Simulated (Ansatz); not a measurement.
Molecular dynamics of CH₅Al₂N (part 4 of 4)

CH₅Al₂N; RKS B3LYP/def2-SVP (Ansatz 0.2.0). It belongs to a series of runs on one base structure; here: dynamics from the highest image of the converged band.

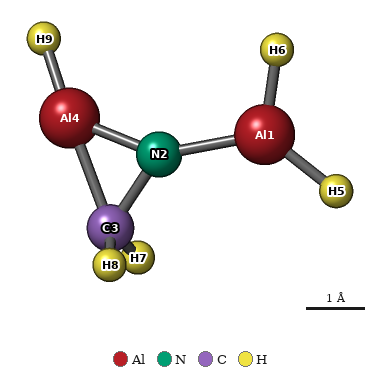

Fig. 1: The geometry at step 167 of the log (ball-and-stick view, seen at a tilt; atoms are numbered from 1 in the order of the input).

### Trajectory as extended XYZ, continued
```
9
Properties=species:S:1:pos:R:3:forces:R:3 step=129 time_fs=64.5 energy=-15795.13368 temperature=833.1
Al   -0.2802    1.3315   -1.2361    0.3702  -0.5043  -1.2415
N    -0.0686    0.0899   -0.0072    1.5247   0.8155  -0.2867
C     0.4293   -1.2602   -0.0382    1.4014  -1.7208   1.9071
Al   -0.3214   -0.5132    1.6039   -1.9010  -0.9129   1.1062
H     0.0962    0.9241   -2.7448   -0.0919   0.1727   0.1889
H    -0.8917    2.6442   -0.7987   -0.4223   0.9583   0.2889
H     0.5888   -1.8212   -0.9258   -1.1676  -0.7465  -1.4229
H     1.3470   -1.6688    0.5196    0.0752   1.8070  -0.6567
H    -1.4576   -0.1581    2.6527    0.2112   0.1312   0.1168
9
Properties=species:S:1:pos:R:3:forces:R:3 step=133 time_fs=66.5 energy=-15795.11747 temperature=814.8
Al   -0.2809    1.3415   -1.2505    0.3770  -0.7181  -1.0011
N    -0.0674    0.1057   -0.0044    1.8163  -0.5520  -0.0917
C     0.4322   -1.2963   -0.0466    1.3786  -0.9802   1.4285
Al   -0.3232   -0.5148    1.6218   -1.7217  -0.8089   0.2026
H     0.0781    0.9702   -2.7687   -0.0634   0.1495   0.1816
H    -0.9136    2.6101   -0.7449   -0.4791   1.1209   0.2815
H     0.6639   -1.8501   -0.9625   -1.4343  -0.0700  -0.5036
H     1.3655   -1.6799    0.5133   -0.1492   1.7865  -0.6217
H    -1.4947   -0.1446    2.6348    0.2759   0.0723   0.1240
9
Properties=species:S:1:pos:R:3:forces:R:3 step=138 time_fs=69.0 energy=-15795.25445 temperature=965.5
Al   -0.2811    1.3528   -1.2703   -0.1021  -0.1217  -0.0888
N    -0.0590    0.1231   -0.0011    1.7047  -1.5988   0.0777
C     0.4417   -1.3453   -0.0512    0.7362   0.2784   0.2631
Al   -0.3288   -0.5184    1.6443   -1.4300  -0.6204  -0.8830
H     0.0522    1.0355   -2.7896   -0.0040   0.0880   0.0304
H    -0.9639    2.6227   -0.6651   -0.0691   0.4000  -0.1196
H     0.6800   -1.8881   -1.0294   -1.5952   0.5272   0.8481
H     1.3846   -1.6019    0.4738    0.4476   1.0507  -0.2916
H    -1.5261   -0.1242    2.6194    0.3118  -0.0035   0.1638
9
Properties=species:S:1:pos:R:3:forces:R:3 step=142 time_fs=71.0 energy=-15795.34143 temperature=1061.6
Al   -0.2814    1.3615   -1.2864   -0.5114   0.3273   0.8135
N    -0.0470    0.1323    0.0016    1.2726  -1.8671   0.0792
C     0.4521   -1.3839   -0.0534    0.0558   1.6259   0.4248
Al   -0.3357   -0.5223    1.6610   -1.0962  -0.4927  -1.7034
H     0.0312    1.0918   -2.8047    0.0440   0.0294  -0.1243
H    -1.0085    2.6525   -0.6051    0.3098  -0.2225  -0.5005
H     0.6256   -1.8988   -1.0525   -1.2796   0.3325   0.9741
H     1.4170   -1.4920    0.4281    0.9068   0.3261  -0.1846
H    -1.5380   -0.1078    2.6141    0.2981  -0.0589   0.2211
9
Properties=species:S:1:pos:R:3:forces:R:3 step=146 time_fs=73.0 energy=-15795.36134 temperature=1083.3
Al   -0.2824    1.3706   -1.3014   -0.7213   0.4350   1.5212
N    -0.0315    0.1365    0.0046    0.6703  -1.7436   0.0069
C     0.4630   -1.4171   -0.0539    0.5107   3.0465   1.9438
Al   -0.3441   -0.5269    1.6753   -0.6979  -0.4028  -2.4174
H     0.0118    1.1492   -2.8242    0.0721  -0.0196  -0.1960
H    -1.0417    2.6748   -0.5638    0.5323  -0.5555  -0.7350
H     0.5228   -1.8982   -1.0411   -0.7774  -0.2639   0.2480
H     1.4799   -1.3696    0.3733    0.1581  -0.3963  -0.6606
H    -1.5386   -0.0936    2.6173    0.2532  -0.0998   0.2891
9
Properties=species:S:1:pos:R:3:forces:R:3 step=150 time_fs=75.0 energy=-15795.30048 temperature=1017.1
Al   -0.2844    1.3804   -1.3142   -0.7105   0.2394   1.8763
N    -0.0142    0.1359    0.0076    0.0936  -1.4270  -0.0536
C     0.4757   -1.4407   -0.0483    1.3088   4.1167   2.8664
Al   -0.3535   -0.5321    1.6862   -0.2953  -0.3275  -2.9201
H    -0.0049    1.2058   -2.8508    0.0739  -0.0562  -0.1192
H    -1.0550    2.6766   -0.5501    0.5779  -0.6026  -0.7869
H     0.3897   -1.9069   -1.0194   -0.4113  -0.6293  -0.2052
H     1.5482   -1.2627    0.2937   -0.8376  -1.1896  -0.9989
H    -1.5295   -0.0832    2.6314    0.2003  -0.1239   0.3413
9
Properties=species:S:1:pos:R:3:forces:R:3 step=154 time_fs=77.0 energy=-15795.33721 temperature=1057.3
Al   -0.2874    1.3904   -1.3244   -0.4989  -0.2053   1.8740
N     0.0034    0.1314    0.0105   -0.3441  -1.0501  -0.0766
C     0.4922   -1.4514   -0.0341    0.9664   3.9814   1.6682
Al   -0.3633   -0.5377    1.6929    0.0736  -0.2368  -3.1744
H    -0.0188    1.2604   -2.8816    0.0619  -0.0924   0.0690
H    -1.0468    2.6561   -0.5660    0.4485  -0.3842  -0.6498
H     0.2413   -1.9372   -1.0008    0.0907  -0.2285   0.7172
H     1.5872   -1.2002    0.1777   -0.9745  -1.6389  -0.7781
H    -1.5127   -0.0775    2.6586    0.1765  -0.1451   0.3505
9
Properties=species:S:1:pos:R:3:forces:R:3 step=158 time_fs=79.0 energy=-15795.43829 temperature=1168.7
Al   -0.2911    1.4001   -1.3319   -0.0976  -0.8975   1.5932
N     0.0201    0.1240    0.0131   -0.6234  -0.6777  -0.0927
C     0.5115   -1.4494   -0.0145   -0.6892   3.1376   0.1566
Al   -0.3731   -0.5437    1.6951    0.3923  -0.1239  -3.2226
H    -0.0304    1.3113   -2.9097    0.0556  -0.1392   0.2635
H    -1.0219    2.6217   -0.6061    0.1331   0.1150  -0.3092
H     0.0971   -1.9759   -0.9551    0.7826   0.3076   1.6038
H     1.5919   -1.1988    0.0327   -0.1602  -1.5438  -0.2953
H    -1.4889   -0.0774    2.6989    0.2068  -0.1782   0.3027
9
Properties=species:S:1:pos:R:3:forces:R:3 step=162 time_fs=81.0 energy=-15795.55728 temperature=1300.6
Al   -0.2949    1.4086   -1.3372    0.4104  -1.7314   1.2010
N     0.0351    0.1148    0.0155   -0.7497  -0.3359  -0.1582
C     0.5287   -1.4373    0.0058   -2.0388   2.4420  -0.2669
Al   -0.3822   -0.5499    1.6928    0.6382  -0.0042  -3.0755
H    -0.0397    1.3569   -2.9280    0.0679  -0.1971   0.3708
H    -0.9923    2.5924   -0.6577   -0.2982   0.7892   0.1607
H    -0.0183   -2.0040   -0.8511    1.1068   0.4510   1.5171
H     1.5904   -1.2557   -0.1242    0.5838  -1.1983   0.0503
H    -1.4571   -0.0842    2.7507    0.2796  -0.2153   0.2008
9
Properties=species:S:1:pos:R:3:forces:R:3 step=167 time_fs=83.5 energy=-15795.75130 temperature=1513.9
Al   -0.2989    1.4155   -1.3413    0.7559  -2.2724   1.0452
N     0.0510    0.1020    0.0178   -0.7679   0.1046  -0.4080
C     0.5420   -1.4111    0.0303   -0.7033   2.1254  -0.0380
Al   -0.3924   -0.5576    1.6837    0.8267   0.1249  -2.5446
H    -0.0476    1.4030   -2.9315    0.1099  -0.2713   0.3256
H    -0.9721    2.5992   -0.7125   -0.5669   1.1678   0.4959
H    -0.1071   -2.0182   -0.6462    0.5390  -0.0481   0.3536
H     1.6103   -1.3901   -0.3147   -0.5592  -0.7038   0.7492
H    -1.4019   -0.1042    2.8255    0.3659  -0.2272   0.0210
9
Properties=species:S:1:pos:R:3:forces:R:3 step=171 time_fs=85.5 energy=-15795.75807 temperature=1521.7
Al   -0.3008    1.4176   -1.3429    0.5557  -1.8643   1.3859
N     0.0613    0.0920    0.0184   -0.7759   0.5482  -0.7485
C     0.5496   -1.3826    0.0496    0.7544   1.4249  -0.1298
Al   -0.3993   -0.5635    1.6723    0.9303   0.2108  -1.8639
H    -0.0492    1.4284   -2.9203    0.1558  -0.3156   0.1678
H    -0.9786    2.6519   -0.7369   -0.3220   0.6565   0.3435
H    -0.1535   -2.0300   -0.4629   -0.1737  -0.5351  -0.4699
H     1.6070   -1.5282   -0.4369   -1.5017   0.0675   1.4468
H    -1.3424   -0.1298    2.8868    0.3770  -0.1929  -0.1319
9
Properties=species:S:1:pos:R:3:forces:R:3 step=175 time_fs=87.5 energy=-15795.66069 temperature=1414.0
Al   -0.3021    1.4171   -1.3425    0.1842  -1.1270   1.8401
N     0.0695    0.0836    0.0169   -0.8499   1.1240  -1.1379
C     0.5592   -1.3497    0.0684    0.3632  -0.4155  -0.5275
Al   -0.4048   -0.5692    1.6583    1.0538   0.2930  -1.1273
H    -0.0449    1.4419   -2.9028    0.2020  -0.3358  -0.0311
H    -0.9969    2.7288   -0.7485    0.0776  -0.1594   0.0638
H    -0.2032   -2.0593   -0.2948    0.0758  -0.0995  -0.5019
H     1.5495   -1.6637   -0.5052   -1.4200   0.8553   1.6753
H    -1.2687   -0.1628    2.9431    0.3134  -0.1351  -0.2535
9
Properties=species:S:1:pos:R:3:forces:R:3 step=179 time_fs=89.5 energy=-15795.47270 temperature=1206.4
Al   -0.3030    1.4149   -1.3395   -0.0776  -0.5617   2.0950
N     0.0753    0.0783    0.0123   -1.0056   1.7548  -1.4817
C     0.5696   -1.3182    0.0857   -1.1708  -2.2373  -0.1746
Al   -0.4088   -0.5745    1.6426    1.2177   0.3623  -0.5455
H    -0.0328    1.4425   -2.8864    0.2334  -0.3331  -0.1741
H    -1.0126    2.8004   -0.7573    0.3602  -0.7744  -0.1152
H    -0.2490   -2.0912   -0.1459    0.6517   0.6883  -0.4827
H     1.4404   -1.7679   -0.5115   -0.3967   1.1819   1.1946
H    -1.1832   -0.2010    2.9898    0.1877  -0.0807  -0.3159
9
Properties=species:S:1:pos:R:3:forces:R:3 step=183 time_fs=91.5 energy=-15795.21471 temperature=922.0
Al   -0.3040    1.4118   -1.3335   -0.1496  -0.2888   2.0267
N     0.0783    0.0778    0.0037   -1.2019   2.2189  -1.6771
C     0.5763   -1.2935    0.1027   -2.6687  -2.5444   1.1388
Al   -0.4110   -0.5792    1.6261    1.3805   0.4471  -0.1655
H    -0.0120    1.4305   -2.8762    0.2309  -0.3153  -0.1772
H    -1.0151    2.8433   -0.7702    0.4651  -1.0523  -0.1602
H    -0.2719   -2.0987   -0.0161    0.6285   0.9318  -0.6474
H     1.3183   -1.8296   -0.4745    1.2841   0.6443  -0.0283
H    -1.0906   -0.2423    3.0247    0.0311  -0.0414  -0.3097
9
Properties=species:S:1:pos:R:3:forces:R:3 step=188 time_fs=94.0 energy=-15795.05162 temperature=742.4
Al   -0.3056    1.4074   -1.3221    0.0166  -0.3047   1.4983
N     0.0774    0.0857   -0.0136   -1.4095   2.2955  -1.5644
C     0.5729   -1.2736    0.1293   -2.3902  -2.1194   1.7458
Al   -0.4110   -0.5842    1.6052    1.4658   0.7273   0.2542
H     0.0262    1.3986   -2.8719    0.1682  -0.2757   0.0092
H    -0.9940    2.8415   -0.7942    0.3678  -0.9418  -0.0658
H    -0.2706   -2.0611    0.1103   -0.0463   0.4589  -0.8856
H     1.2361   -1.8753   -0.4324    1.9933   0.1678  -0.7667
H    -0.9738   -0.2960    3.0521   -0.1656  -0.0080  -0.2251
9
Properties=species:S:1:pos:R:3:forces:R:3 step=192 time_fs=96.0 energy=-15795.11678 temperature=813.1
Al   -0.3068    1.4034   -1.3105    0.3330  -0.5912   0.8023
N     0.0724    0.0990   -0.0322   -1.4539   1.8351  -1.1071
C     0.5619   -1.2656    0.1564   -0.1892  -2.4069   0.4072
Al   -0.4087   -0.5870    1.5889    1.3724   1.1554   0.6898
H     0.0640    1.3611   -2.8685    0.0841  -0.2252   0.2002
H    -0.9613    2.8001   -0.8163    0.1041  -0.4582   0.1193
H    -0.2697   -2.0107    0.1740   -0.7009  -0.3158  -1.0937
H     1.2505   -1.9003   -0.4264    0.7478   1.0035   0.1186
H    -0.8870   -0.3395    3.0642   -0.2973   0.0034  -0.1366
9
Properties=species:S:1:pos:R:3:forces:R:3 step=196 time_fs=98.0 energy=-15795.13608 temperature=835.1
Al   -0.3075    1.3985   -1.2978    0.7451  -1.0441  -0.0433
N     0.0633    0.1173   -0.0538   -1.3140   0.8976  -0.3009
C     0.5500   -1.2653    0.1848    1.2837  -2.2809  -0.9661
Al   -0.4045   -0.5882    1.5735    1.1257   1.6547   1.1484
H     0.1051    1.3151   -2.8577   -0.0054  -0.1552   0.3208
H    -0.9251    2.7421   -0.8336   -0.2973   0.3435   0.3736
H    -0.2942   -1.9716    0.1959   -0.8538  -0.8146  -1.2580
H     1.2945   -1.8885   -0.4168   -0.2973   1.3996   0.7961
H    -0.8113   -0.3829    3.0709   -0.3868  -0.0007  -0.0705
9
Properties=species:S:1:pos:R:3:forces:R:3 step=200 time_fs=100.0 energy=-15795.19452 temperature=899.3
Al   -0.3072    1.3921   -1.2851    1.0237  -1.2275  -0.8718
N     0.0508    0.1380   -0.0761   -1.0095  -0.3416   0.8046
C     0.5417   -1.2722    0.2102    0.8397  -1.8965  -1.7566
Al   -0.3986   -0.5870    1.5598    0.7481   2.0645   1.5144
H     0.1461    1.2632   -2.8350   -0.0774  -0.0691   0.3201
H    -0.9002    2.6971   -0.8368   -0.6410   1.0582   0.5563
H    -0.3482   -1.9610    0.1702   -0.0434  -0.5198  -1.2235
H     1.3299   -1.8258   -0.3791   -0.4104   0.9331   0.6988
H    -0.7504   -0.4264    3.0747   -0.4299  -0.0012  -0.0424
```

This output came from the following input.

### Input
```yaml
crystal:
  periodic: [false, false, false]
  atoms:
    - { symbol: Al, position_ang: [-0.247907, 1.377555, -1.343922] }
    - { symbol: "N", position_ang: [-0.122367, 0.154133, -0.051002] }
    - { symbol: C, position_ang: [0.268711, -1.189954, 0.024284] }
    - { symbol: Al, position_ang: [-0.283761, -0.636079, 1.670033] }
    - { symbol: H, position_ang: [0.230165, 0.996081, -2.808775] }
    - { symbol: H, position_ang: [-0.928218, 2.758613, -0.973307] }
    - { symbol: H, position_ang: [0.809749, -1.711535, -0.778117] }
    - { symbol: H, position_ang: [1.339705, -1.142238, 1.177686] }
    - { symbol: H, position_ang: [-0.977578, -0.652876, 3.066019] }
basis:
  gaussian: { orbitals: def2-SVP }
hamiltonian:
  xc: b3lyp
md:
  timestep: 0.5
  n_steps: 200
  ensemble: nve
  temperature: 300.0
  initial_velocities: maxwell_boltzmann
  seed: 2822
```

Run as:
```bash
ansatz run input.yaml --threads 2 --pin off --max-ram 3072MiB --backend cpu --events-out ev --progress --plain --runs-dir out
```

### Results in brief

```csv
quantity,value
outcome,finished
mean temperature over the second half,1129 K
trajectory,"200 steps, 100 fs"
ensemble,nve
temperature in the input,300.0 K
time step,0.5 fs
potential energy (last step),−15795.1948 eV
mean-field energy (last step),−15795.1948 eV
largest force (length of the vector) (last step),2.718 eV/Å
hardware,"2 threads of Intel Xeon (Sapphire Rapids), 16 GiB of memory available, shared host"
wall time,4.3 min (CPU time 8.2 min)
peak memory,0.19 GiB
```

### Remarks

So short a trajectory is not equilibrated.
